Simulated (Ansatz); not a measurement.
Band structure of CdO (Fm-3m, 2 atoms in the cell).

```xyz
2
Lattice="0.0000 2.3500 2.3500 2.3500 0.0000 2.3500 2.3500 2.3500 0.0000" Properties=species:S:1:pos:R:3 pbc="T T T"
Cd     0.0000     0.0000     0.0000
O      2.3500     2.3500     2.3500
```

Method of the run: PBE (plane waves, PAW; Ansatz, an electronic-structure program).

Settings: basis.ecutwfc = 420 eV; kpoints.mp_grid.grid = 8 8 8; hamiltonian.xc = pbe; hamiltonian.pseudopotentials = {kind: paw} (the program's default PAW files); scf.occupations.method = fermi_dirac; scf.occupations.width = 0.02 eV; kpoints.band_path.npoints = 8.

The starting cell has typed, rounded lattice constants, without a prior relaxation at this level. The run gives no clean gap (levels at the Fermi energy touch, overlap or are partly filled at this smearing), which alone does not show that the compound is a metal.

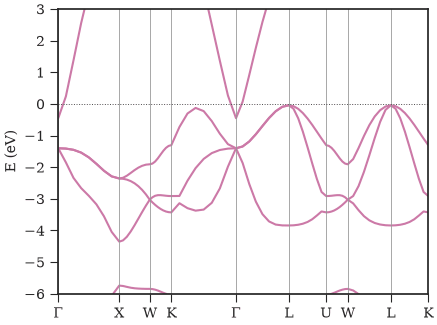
Figure. Bands along the path, energies from the Fermi level.

Levels in eV from the Fermi level, bands 10 to 16:
```json
[
 {"point": "Γ", "10": "-6.44", "11": "-1.40", "12": "-1.40", "13": "-1.40", "14": "-0.45", "15": "14.48", "16": "16.99"},
 {"point": "X", "10": "-5.74", "11": "-4.35", "12": "-2.36", "13": "-2.36", "14": "3.87", "15": "8.47", "16": "11.20"},
 {"point": "W", "10": "-5.85", "11": "-3.03", "12": "-3.03", "13": "-1.91", "14": "5.98", "15": "8.87", "16": "8.87"},
 {"point": "K", "10": "-6.03", "11": "-3.43", "12": "-2.91", "13": "-1.30", "14": "5.41", "15": "8.57", "16": "8.57"},
 {"point": "L", "10": "-6.19", "11": "-3.84", "12": "-0.04", "13": "-0.04", "14": "4.40", "15": "7.28", "16": "11.84"},
 {"point": "U", "10": "-6.03", "11": "-3.43", "12": "-2.91", "13": "-1.30", "14": "5.41", "15": "8.57", "16": "8.57"}
]
```

Bands cross the Fermi level along this path, so the cell is metallic at this level.

Keys are those of Ansatz 0.2.
